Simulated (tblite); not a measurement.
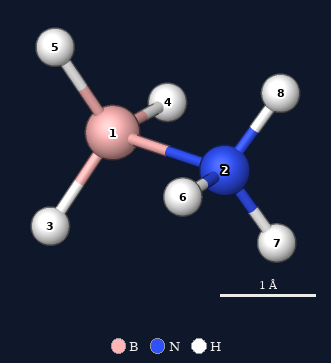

The structure as given in the input (ball-and-stick view, seen at a tilt; atoms are numbered from 1 in the order of the input).

BNH$_{6}$: molecular dynamics

BNH$_{6}$ (borane ammonia), SMILES [BH3-][NH3+], computed with GFN2-xTB Langevin dynamics, gas phase (tblite 0.8.0).

Input
```
{"job": {"dt": 1.5, "steps": 8000, "equilibration": 400, "friction": 0.005, "h_mass": 4.0, "temperature": 200, "xc": "GFN2-xTB", "basis": "xTB", "kind": "md"}, "charge": 0, "multiplicity": 1}
B      0.830342    -0.084073    -0.008577
N     -0.818443     0.093833    -0.015905
H      1.246775     0.764227    -0.732782
H      1.033906    -1.184959    -0.413705
H      1.162479     0.064819     1.125076
H     -1.046543     1.020875     0.322480
H     -1.151351    -0.026232    -0.964891
H     -1.220936    -0.610840     0.590044
```

The first line tells a small driver script what to run in tblite; the rest is the geometry in Å.

Launched with:
```bash
OMP_NUM_THREADS=1 python <driver script> task.json out
```

Log
```
t/fs     T/K   E - E0/eV
     0.0    223.2     0.0000
   525.0    153.9     0.0463
  1050.0    206.1     0.1533
  1575.0    184.8     0.1323
  2100.0    238.3     0.1665
  2625.0    128.2     0.1046
  3150.0    123.1     0.1275
  3675.0    171.5     0.1409
  4200.0    127.4     0.1726
  4725.0    309.3     0.1086
  5250.0    171.5     0.1039
  5775.0    220.8     0.1760
  6300.0    183.2     0.1799
  6825.0    146.2     0.1499
  7350.0    137.4     0.1260
  7875.0    205.3     0.1159
  8400.0    283.0     0.1081
  8925.0     88.6     0.0922
  9450.0    217.2     0.1579
  9975.0    111.7     0.1764
 10500.0    156.8     0.1755
 11025.0    260.6     0.1227
 11550.0    166.7     0.2108
 12075.0    162.8     0.1330
 12600.0    188.6     0.1708
```

Trajectory as extended XYZ (Å, eV, eV/Å), 12 of the 25 frames kept, from step=0 to step=8400
```
8
Properties=species:S:1:pos:R:3:forces:R:3 step=0 time_fs=0.0 energy=-195.98815 temperature=223.2
B     0.8303   -0.0841   -0.0086   -0.0010   0.0000   0.0020
N    -0.8184    0.0938   -0.0159   -0.0010   0.0000  -0.0020
H     1.2468    0.7642   -0.7328    0.0000   0.0010   0.0010
H     1.0339   -1.1850   -0.4137    0.0010  -0.0010  -0.0010
H     1.1625    0.0648    1.1251    0.0010   0.0010  -0.0010
H    -1.0465    1.0209    0.3225    0.0030  -0.0010  -0.0010
H    -1.1514   -0.0262   -0.9649   -0.0010   0.0010   0.0000
H    -1.2209   -0.6108    0.5900   -0.0020  -0.0010   0.0010
8
Properties=species:S:1:pos:R:3:forces:R:3 step=700 time_fs=1050.0 energy=-195.83487 temperature=206.1
B    -0.8411    0.0959   -0.7072   -0.6120   0.1060  -0.3810
N    -1.5777    1.6842   -0.4909    1.2070  -0.8780  -0.2330
H    -0.1880    0.1758   -1.7165   -0.4390  -0.0100   0.1750
H    -1.8377   -0.6640   -0.7673    0.9930   0.7100   0.0500
H    -0.1285   -0.0569    0.2220   -0.1890  -0.0250   0.2220
H    -0.9007    2.4308   -0.4332    0.1870  -0.0680   0.3600
H    -2.1142    1.8329   -1.3077   -0.7800  -0.0030  -0.7690
H    -2.1276    1.5450    0.3243   -0.3670   0.1690   0.5760
8
Properties=species:S:1:pos:R:3:forces:R:3 step=1400 time_fs=2100.0 energy=-195.82170 temperature=238.3
B    -1.8447    0.8140    1.2874   -0.2070  -0.2350   0.8450
N    -1.4197    2.3952    1.0332   -0.5180   0.3070   1.5830
H    -1.2792    0.5547    2.3013   -0.0490  -0.1350   0.2800
H    -1.4159    0.1041    0.4358   -0.2270   0.3300  -0.3040
H    -3.0608    0.8125    1.4506    0.6630  -0.0150  -0.3170
H    -1.7643    2.9468    1.8626    0.3880  -0.7530  -1.2150
H    -0.4076    2.4874    0.9930   -0.3740   0.0260  -0.4660
H    -1.9748    2.5867    0.2220    0.3230   0.4750  -0.4050
8
Properties=species:S:1:pos:R:3:forces:R:3 step=2450 time_fs=3675.0 energy=-195.84726 temperature=171.5
B    -4.9789    2.7901    0.6390   -0.6180   0.8260   0.6400
N    -4.4283    2.2006    2.1069    0.0980  -0.7710  -0.3890
H    -4.2123    3.6880    0.4796   -0.0970   0.1390  -0.2020
H    -6.1412    3.2209    0.8928    1.0620  -0.6010  -0.3500
H    -4.8857    1.9662   -0.2007   -0.1390  -0.1870   0.1560
H    -3.4272    2.0976    2.1148    0.4600   0.1660  -0.2710
H    -4.6879    2.8429    2.8171   -0.3050   0.7880   0.5540
H    -4.7930    1.2956    2.3583   -0.4620  -0.3610  -0.1380
8
Properties=species:S:1:pos:R:3:forces:R:3 step=3150 time_fs=4725.0 energy=-195.87954 temperature=309.3
B    -3.9938    3.7911    1.2050   -0.6570   0.5260  -1.1760
N    -3.6102    2.2099    1.0083    1.2640   0.3880  -0.2280
H    -5.1732    3.8502    0.8918    0.4310   0.0630   0.2510
H    -3.3186    4.3711    0.3459   -0.2810  -0.3200   0.6520
H    -3.7834    4.1545    2.3100    0.1020  -0.1990   0.0570
H    -4.1711    1.5496    1.4899   -0.7280  -0.4510   0.7260
H    -3.6540    1.9817    0.0183    0.2150   0.1830   0.1140
H    -2.6546    2.1780    1.3768   -0.3470  -0.1910  -0.3970
8
Properties=species:S:1:pos:R:3:forces:R:3 step=3850 time_fs=5775.0 energy=-195.81215 temperature=220.8
B    -3.4400    3.8756    0.1370   -0.5610   0.1400  -0.4920
N    -3.5018    2.3838   -0.8351   -0.6680   1.2760   0.3040
H    -4.5674    4.2039    0.4328    0.3390  -0.5740   0.0360
H    -3.0383    4.7096   -0.6357    0.2160  -0.4280   0.1340
H    -2.7250    3.6228    1.0397    0.0110  -0.0120   0.0080
H    -3.7743    1.5404   -0.3569    0.3010  -0.0830   0.2960
H    -4.2305    2.6056   -1.5081    0.4390  -0.0010  -0.1050
H    -2.5644    2.4048   -1.1989   -0.0770  -0.3180  -0.1810
8
Properties=species:S:1:pos:R:3:forces:R:3 step=4550 time_fs=6825.0 energy=-195.83829 temperature=146.2
B    -1.6905    1.9189    0.5388    0.6120  -0.7130  -0.2160
N    -2.8589    0.8115    0.1425    0.2480  -0.0530  -2.0510
H    -1.9270    2.3301    1.5958   -0.2390   0.1770   0.6250
H    -1.7792    2.6906   -0.3037   -0.0960   0.9810  -0.7540
H    -0.6014    1.3874    0.4713   -0.4830  -0.1530   0.1470
H    -3.0103    0.2194    0.9212   -0.1380  -0.7110   0.6360
H    -3.7327    1.2242   -0.1880    0.1760   0.2160   0.5110
H    -2.5163    0.2986   -0.7000   -0.0810   0.2560   1.1020
8
Properties=species:S:1:pos:R:3:forces:R:3 step=5250 time_fs=7875.0 energy=-195.87225 temperature=205.3
B    -2.8100    1.8019    0.0273   -0.9000   0.1920  -0.2980
N    -1.8479    0.5615    0.5037   -0.3590  -0.9590  -1.7700
H    -3.3664    2.1052    1.0672    0.0540  -0.0140  -0.5140
H    -3.5875    1.4485   -0.8675    0.5030  -0.0730   0.7560
H    -2.1191    2.6716   -0.4051    0.1790  -0.0790   0.2060
H    -1.3731    0.9577    1.2598    0.7880   0.4560   1.3590
H    -2.3995   -0.2570    0.7705    0.1830   0.3730  -0.0480
H    -1.1725    0.3050   -0.2292   -0.4460   0.1040   0.3100
8
Properties=species:S:1:pos:R:3:forces:R:3 step=5950 time_fs=8925.0 energy=-195.89599 temperature=88.6
B    -0.4358    0.7848    0.1591    0.1510  -0.0670  -0.3460
N    -0.3900    0.2392    1.7598   -0.4370   1.7080  -0.1730
H    -1.3876    1.5490    0.0241    0.5150  -0.6320   0.2470
H    -0.5312   -0.2729   -0.4471   -0.0450   0.6490   0.1100
H     0.6239    1.3579   -0.0653   -0.5580  -0.3830   0.2690
H    -0.3482    1.0765    2.3591    0.1330  -0.6500  -0.3150
H    -1.2437   -0.2544    1.9247   -0.4580  -0.2670   0.0710
H     0.3932   -0.3614    1.8652    0.6990  -0.3580   0.1360
8
Properties=species:S:1:pos:R:3:forces:R:3 step=7000 time_fs=10500.0 energy=-195.81264 temperature=156.8
B     0.8469    0.6792   -1.1319   -1.2560  -0.2590   0.6790
N     0.4927    1.2923    0.3910   -0.8950   0.3650   0.5090
H     1.7541    1.3024   -1.4923    0.3740   0.2810  -0.4530
H    -0.2429    0.8223   -1.7059    0.9900  -0.1600   0.0750
H     1.1084   -0.4418   -0.8001   -0.0600  -0.0480  -0.5360
H     1.1751    0.8807    1.0382   -0.6420   0.2670  -0.2300
H     0.5189    2.3184    0.4486    0.1540  -0.5040  -0.1280
H    -0.4982    1.0133    0.5741    1.3350   0.0580   0.0830
8
Properties=species:S:1:pos:R:3:forces:R:3 step=7700 time_fs=11550.0 energy=-195.77736 temperature=166.7
B    -0.4661   -1.3326   -0.7789   -1.4580  -0.1680   0.4330
N    -0.9221   -0.1406   -1.8358    0.7720   0.2730  -0.2190
H    -0.5818   -0.8666    0.3802    0.7020  -0.3700  -1.1190
H     0.5012   -1.7864   -1.2641    0.5890   0.1490   0.4700
H    -1.3662   -2.1239   -0.9619    0.0870  -0.0160   0.2840
H    -1.6332    0.4220   -1.3999   -0.1580   0.1760   0.0280
H    -0.0933    0.4210   -2.0797   -0.6610  -0.2870   0.1030
H    -1.2922   -0.6353   -2.6406    0.1260   0.2440   0.0190
8
Properties=species:S:1:pos:R:3:forces:R:3 step=8400 time_fs=12600.0 energy=-195.81736 temperature=188.6
B    -1.9699   -1.2227   -3.5393    1.1890   1.6540  -1.5810
N    -1.6420    0.2498   -2.7599    0.7900   0.2130   0.0280
H    -1.2322   -1.9639   -3.0692    0.5120  -0.7070   0.4170
H    -1.6849   -0.9266   -4.7175   -0.0620  -0.3490   0.7400
H    -3.0688   -1.4378   -3.4512   -1.5900  -0.3230   0.3730
H    -2.0397    0.2573   -1.8173    0.2260   0.0170  -0.3940
H    -0.6047    0.2767   -2.7320   -0.9730  -0.0150   0.1620
H    -1.9501    1.0673   -3.2968   -0.0920  -0.4900   0.2560
```

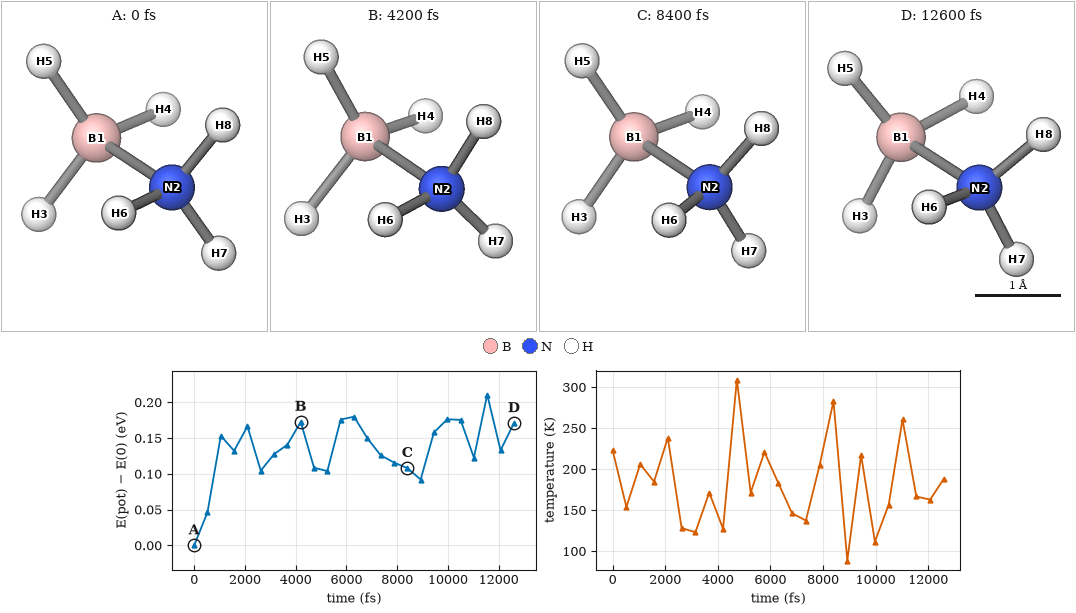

Frames of the molecular dynamics (ball-and-stick, seen at a tilt) above the curves, on which the letters mark them. The trajectory kept here has 25 frames over 12600 fs. The temperature starts at 223 K, ranges from 89 to 309 K and averages 178 K over the second half. The potential energy ends 0.171 eV above its first value. After an unweighted best fit of the last frame on the first, the root-mean-square displacement is 0.14 Å.

Results in brief

```csv
quantity,value
outcome,finished
mean temperature over the second half,178 K
trajectory,"25 frames kept, 12600 fs"
hardware,"1 CPU thread, shared host"
wall time,18 s
peak memory,0.31 GiB
```
